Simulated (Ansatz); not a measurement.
**Si(NH2)Cl3 (Cl₃H₂NSi): geometry, orbitals and charge**

Aim: characterise Si(NH2)Cl3 (Cl₃H₂NSi) as a singlet: its structure, frontier levels and distribution of charge.

The runs use Ansatz 0.2.0, Gaussian basis; RKS PBE0-D4/def2-TZVP.

Levels to be run: relaxation at PBE-D4/def2-SVP; a search for the lowest solution at PBE0-D4/def2-SVP; a single point at PBE0-D4/def2-TZVP.

**1. Where the work starts**

7 atoms, charge 0, spin multiplicity 1.

Atoms are counted from 1 here; the program's logs count them from 0.

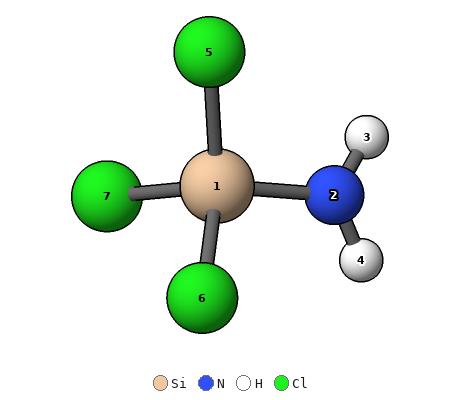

Start geometry, drawn with silicon light orange, nitrogen blue, hydrogen white, chlorine green; atoms are numbered from 1 in the order of the file.

Geometry (Å):

```xyz
7
Cl3H2NSi
Si   -0.0020    0.0031   -0.6042
N     0.0647    0.1247    1.1031
H     0.7354   -0.4019    1.6367
H    -0.7540    0.3374    1.6469
Cl    1.9031   -0.0223   -1.2448
Cl   -1.0009    1.6199   -1.2592
Cl   -0.9463   -1.6609   -1.2786
```

The start is a GFN2-xTB geometry.

**2. Relaxation at PBE-D4/def2-SVP**

The input, in.yaml:

```yaml
crystal:
  periodic: [false, false, false]
  atoms:
    - {symbol: Si, position_ang: [-0.002010, 0.003090, -0.604180]}
    - {symbol: N, position_ang: [0.064680, 0.124660, 1.103100]}
    - {symbol: H, position_ang: [0.735390, -0.401860, 1.636720]}
    - {symbol: H, position_ang: [-0.753990, 0.337380, 1.646910]}
    - {symbol: Cl, position_ang: [1.903130, -0.022310, -1.244820]}
    - {symbol: Cl, position_ang: [-1.000940, 1.619900, -1.259180]}
    - {symbol: Cl, position_ang: [-0.946260, -1.660860, -1.278550]}
basis:
  gaussian: {orbitals: def2-SVP}
hamiltonian: {xc: pbe, dispersion: d4}
scf: {omitted_lower_state_checks: [starts]}
output: {orbitals: {seedname: orbitals}}
relax: {f_tol: 0.02, max_steps: 100}
```

Command:

```
$ ansatz run in.yaml --threads 4 --pin off --events-out ev --progress --plain --max-ram 3916MiB
```

Output, shortened:

```text
Functional definition: PBE
  name "PBE"
  cite "Perdew, Burke & Ernzerhof, Phys. Rev. Lett. 77, 3865 (1996) doi:10.1103/PhysRevLett.77.3865"
  parent pbe
[...]
1069 factors; their error is unknown
[...]
mean field -46936.42392313 eV, -1724.8817645243 hartree, gradient 4.1e-5 eV, S^2 0.000000; 0 other end points of the search recorded, 0 dependent functions left out
[...]
reference -46936.42395149 eV, -1724.8817655665 hartree; 37, 37 occupied and 59, 59 virtual orbitals, 1069 factors
relax step   1: F+E_penalty+E_count = -46936.69737912 eV  Δ(F+E_penalty+E_count) = +0.000e0 eV  max|allowed force component| = 1.364e0 eV/Å  Δτ_max = 0.0000 Å  (26 SCF iters, accepted)
[...]
relax step   6: F+E_penalty+E_count = -46936.79866440 eV  Δ(F+E_penalty+E_count) = -2.573e-5 eV  max|allowed force component| = 2.334e-2 eV/Å  Δτ_max = 0.0097 Å  (28 SCF iters, accepted)
[...]
relax step   7: F+E_penalty+E_count = -46936.79868289 eV  Δ(F+E_penalty+E_count) = -1.848e-5 eV  max|allowed force component| = 6.057e-3 eV/Å  Δτ_max = 0.0042 Å  (22 SCF iters, accepted)
[...]
1069 factors; their error is unknown
mean field -46936.52958159 eV, -1724.8856474011 hartree, gradient 2.1e-5 eV, S^2 0.000000; 0 other end points of the search recorded, 0 dependent functions left out
[...]
reference -46936.52961014 eV, -1724.8856484504 hartree; 37, 37 occupied and 59, 59 virtual orbitals, 1069 factors
Total energy: -46936.79871144 eV, -1724.8955377405 hartree
Atom 0 at     0.005738     0.012951    -0.569232 Å, force     0.001884    -0.000605     0.001114 eV/Å
Atom 1 at     0.084544     0.151173     1.134097 Å, force    -0.000264     0.000718    -0.006057 eV/Å
Atom 2 at     0.718648    -0.458086     1.656335 Å, force     0.001155    -0.001566     0.002577 eV/Å
Atom 3 at    -0.767305     0.360170     1.660104 Å, force    -0.002130     0.000776     0.001985 eV/Å
Atom 4 at     1.935347    -0.021649    -1.292388 Å, force     0.000605    -0.000176    -0.000547 eV/Å
Atom 5 at    -1.033314     1.638696    -1.293554 Å, force    -0.001096     0.000597     0.000570 eV/Å
Atom 6 at    -0.943658    -1.683255    -1.295362 Å, force    -0.000153     0.000256     0.000358 eV/Å
Dipole moment:    -0.048858    -0.089333     0.529923 e Å
Checks for a lower state left out: starts
```

Run time: 17 s. Hardware: 4 threads of Intel Xeon at 2.50GHz, shared host.

The steps of the relaxation:

| step | energy from step 1 (eV) | largest force component (eV/Å) |
| --- | --- | --- |
| 1 | 0.0000 | 1.3641 |
| 2 | -0.0967 | 0.2613 |
| 3 | -0.1002 | 0.0453 |
| 4 | -0.1007 | 0.0554 |
| 5 | -0.1013 | 0.0317 |
| 6 | -0.1013 | 0.0233 |
| 7 | -0.1013 | 0.0061 |

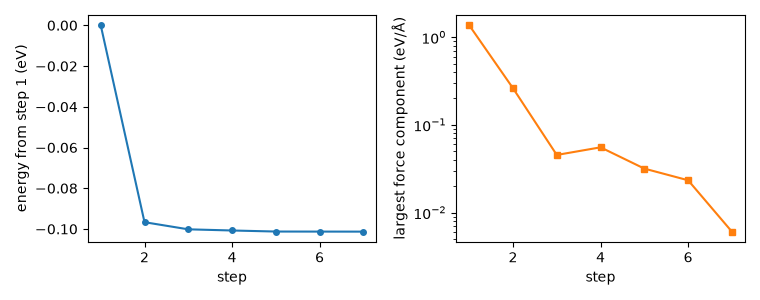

Energy and force, step by step.

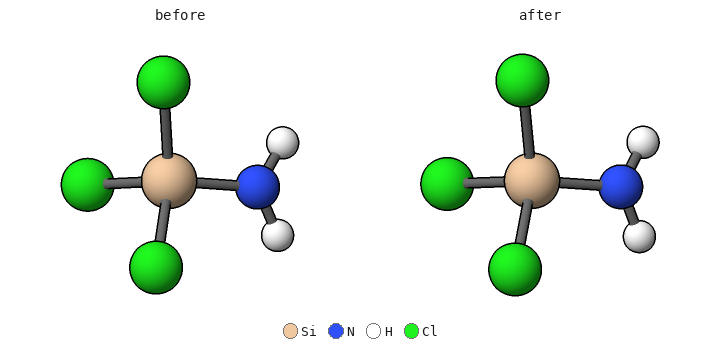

The geometry before (left) and after (right).

Close pairs (by a distance rule), those that changed most:

| bond | before (Å) | after (Å) | change (Å) |
| --- | --- | --- | --- |
| Si1–Cl5 | 2.010 | 2.061 | +0.051 |
| Si1–Cl6 | 2.010 | 2.061 | +0.051 |
| Si1–Cl7 | 2.029 | 2.075 | +0.046 |
| N2–H4 | 1.006 | 1.023 | +0.017 |
| N2–H3 | 1.006 | 1.023 | +0.017 |
| Si1–N2 | 1.713 | 1.711 | -0.002 |

Bonds by kind at the end (by distance):

| bond | count | shortest (Å) | longest (Å) |
| --- | --- | --- | --- |
| Cl–Si | 3 | 2.061 | 2.075 |
| N–Si | 1 | 1.711 | 1.711 |
| H–N | 2 | 1.023 | 1.023 |

**3. Searching for the lowest solution, PBE0-D4/def2-SVP**

start.molden holds the orbitals of an earlier run on this state, given as this run's starting guess.

The input, in.yaml:

```yaml
crystal:
  periodic: [false, false, false]
  atoms:
    - {symbol: Si, position_ang: [0.005738, 0.012951, -0.569232]}
    - {symbol: N, position_ang: [0.084544, 0.151173, 1.134097]}
    - {symbol: H, position_ang: [0.718648, -0.458086, 1.656335]}
    - {symbol: H, position_ang: [-0.767305, 0.360170, 1.660104]}
    - {symbol: Cl, position_ang: [1.935347, -0.021649, -1.292388]}
    - {symbol: Cl, position_ang: [-1.033314, 1.638696, -1.293554]}
    - {symbol: Cl, position_ang: [-0.943658, -1.683255, -1.295362]}
basis:
  gaussian: {orbitals: def2-SVP, initial_orbitals: start.molden}
hamiltonian: {xc: pbe0, dispersion: d4}
output: {orbitals: {seedname: orbitals}}
```

The command is unchanged.

Output:

```text
Functional definition: PBE0
  name "PBE0"
  cite "Adamo & Barone, J. Chem. Phys. 110, 6158 (1999) doi:10.1063/1.478522"
  cite "Perdew, Burke & Ernzerhof, Phys. Rev. Lett. 77, 3865 (1996) doi:10.1103/PhysRevLett.77.3865"
  parent pbe
  parameter a = 0.25
  parameter kappa = 0.804
  parameter beta = 0.06672455060314922
  exchange = (1 - a)*pbe_x(kappa = kappa, mu = beta*pi^2/3) + a*exact_x
  correlation = pbe_c(beta = beta)
890 factors; integrals over basis functions are off by at most 1.1e-3 eV
mean field evaluation 1: about -46940.4448 eV, gradient 7.9e0 eV
mean field evaluation 2: about -46940.5256 eV, gradient 9.7e-2 eV
mean field evaluation 4: about -46940.6038 eV, gradient 6.0e-4 eV
mean field evaluation 8: about -46935.7645 eV, gradient 4.9e1 eV
mean field evaluation 16: about -46940.6038 eV, gradient 3.4e-2 eV
mean field -46940.60380750 eV, -1725.0353724416 hartree, gradient 2.4e-5 eV, S^2 0.000000; 1 other end points of the search recorded, 0 dependent functions left out
reference -46940.60382818 eV, -1725.0353732017 hartree; 37, 37 occupied and 59, 59 virtual orbitals, 890 factors
Total energy: -46940.83399491 eV, -1725.0438316730 hartree
```

Run time: 3 s. Hardware: 4 threads of Intel Xeon at 2.50GHz, shared host.

HOMO -8.24 eV, LUMO 0.25 eV.

**4. Single point, PBE0-D4/def2-TZVP**

Changes to in.yaml since step 3:

```diff
@@ -11,4 +11,5 @@
 basis:
-  gaussian: {orbitals: def2-SVP, initial_orbitals: start.molden}
+  gaussian: {orbitals: def2-TZVP, initial_orbitals: start.molden}
 hamiltonian: {xc: pbe0, dispersion: d4}
+scf: {omitted_lower_state_checks: [starts]}
 output: {orbitals: {seedname: orbitals}}
```

The command is unchanged.

Output:

```text
Functional definition: PBE0
  name "PBE0"
  cite "Adamo & Barone, J. Chem. Phys. 110, 6158 (1999) doi:10.1063/1.478522"
  cite "Perdew, Burke & Ernzerhof, Phys. Rev. Lett. 77, 3865 (1996) doi:10.1103/PhysRevLett.77.3865"
  parent pbe
  parameter a = 0.25
  parameter kappa = 0.804
  parameter beta = 0.06672455060314922
  exchange = (1 - a)*pbe_x(kappa = kappa, mu = beta*pi^2/3) + a*exact_x
  correlation = pbe_c(beta = beta)
these checks for a lower state are left out or cut short: starts
1315 factors; their error is unknown
mean field evaluation 1: about -46954.3558 eV, gradient 1.9e2 eV
mean field evaluation 2: about -46958.1009 eV, gradient 5.3e0 eV
mean field evaluation 4: about -46958.3357 eV, gradient 2.4e-1 eV
mean field evaluation 8: about -46958.3358 eV, gradient 8.1e-6 eV
mean field -46958.33581729 eV, -1725.6870117824 hartree, gradient 8.1e-6 eV, S^2 0.000000; 0 other end points of the search recorded, 0 dependent functions left out
reference -46958.33584659 eV, -1725.6870128591 hartree; 37, 37 occupied and 154, 154 virtual orbitals, 1315 factors
Total energy: -46958.56601332 eV, -1725.6954713303 hartree
Checks for a lower state left out: starts
```

Run time: 6 s. Hardware: 4 threads of Intel Xeon at 2.50GHz, shared host; peak memory 0.56 GiB.

HOMO -8.40 eV, LUMO -0.18 eV.

Mulliken charges, from this run's orbitals:

| atom | value (e) |
| --- | --- |
| Si1 | 0.71 |
| N2 | -0.60 |
| H3 | 0.26 |
| H4 | 0.26 |
| Cl5 | -0.21 |
| Cl6 | -0.21 |
| Cl7 | -0.21 |

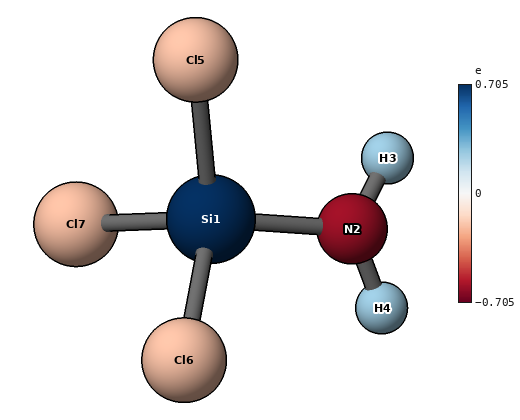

Mulliken charges, from this run's orbitals, as colours on the atoms.

Largest Mayer bond orders: Si1–N2 1.24; Si1–Cl6 1.18; Si1–Cl5 1.18; Si1–Cl7 1.16; N2–H3 0.90; N2–H4 0.90.

**5. What came out**

| quantity | value |
| --- | --- |
| point group | Cs |
| commonest bond, hydrogen aside | Cl–Si, 3 of mean length 2.066 Å |
| HOMO, LUMO at PBE0-D4/def2-TZVP | -8.40, -0.18 eV |
| dipole at PBE-D4/def2-SVP | 2.59 D |

In words: The molecule keeps its bonding pattern by the stored test; the atoms moved 0.05 Å (rms). No usable vibrations, so a minimum isn't proven. The point group is read from a loosely relaxed geometry; soft torsions can leave it below the true symmetry.
